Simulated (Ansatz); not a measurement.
Consider LiAu₆.

```xyz
28
Lattice="8.0397 0.0000 0.0000 0.0000 8.0397 0.0000 0.0000 0.0000 8.0397" Properties=species:S:1:pos:R:3 pbc="T T T"
Li    0.0000    0.0000    0.0000
Li    4.0199    4.0199    0.0000
Li    4.0199    0.0000    4.0199
Li    0.0000    4.0199    4.0199
Au    6.0298    2.0099    0.0000
Au    2.0099    6.0298    0.0000
Au    2.0099    2.0099    4.0199
Au    6.0298    6.0298    4.0199
Au    6.0298    0.0000    2.0099
Au    2.0099    4.0199    2.0099
Au    2.0099    0.0000    6.0298
Au    6.0298    4.0199    6.0298
Au    2.0099    2.0099    0.0000
Au    6.0298    6.0298    0.0000
Au    6.0298    2.0099    4.0199
Au    2.0099    6.0298    4.0199
Au    2.0099    0.0000    2.0099
Au    6.0298    4.0199    2.0099
Au    6.0298    0.0000    6.0298
Au    2.0099    4.0199    6.0298
Au    4.0199    2.0099    2.0099
Au    0.0000    6.0298    2.0099
Au    0.0000    2.0099    6.0298
Au    4.0199    6.0298    6.0298
Au    0.0000    2.0099    2.0099
Au    4.0199    6.0298    2.0099
Au    4.0199    2.0099    6.0298
Au    0.0000    6.0298    6.0298
```

Space group Fm-3m; a structure generated by program, which may or may not match a known phase; computed without spin polarisation.

The calculation used DFT PBE, scalar-relativistic, plane waves, PAW in Ansatz.

**What can the converged valence pseudo-density and electron localisation function tell about the bonding?**

Li–Au (2.84 Å): ρ at the midpoint is about 0.18 e/Å³; the ELF is about 0.25 at the midpoint; no localised pair shows between them.

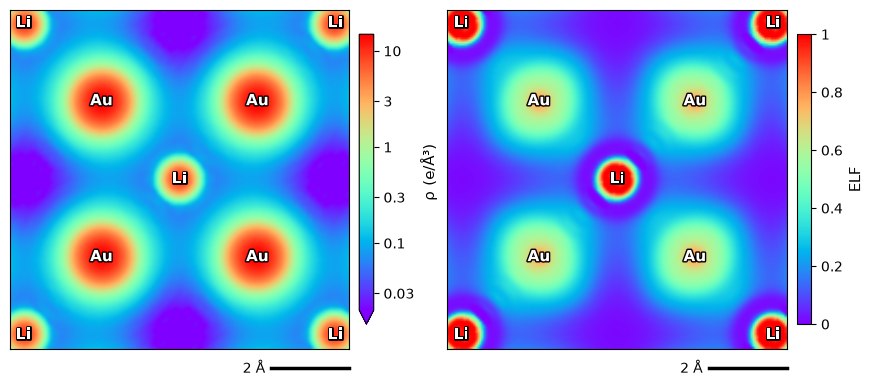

Computed valence pseudo-density and electron localisation function on the (100) plane of the conventional cell, in this order. 

The density is the valence pseudo-density of a PAW calculation; it isn't the true density close to the nuclei.
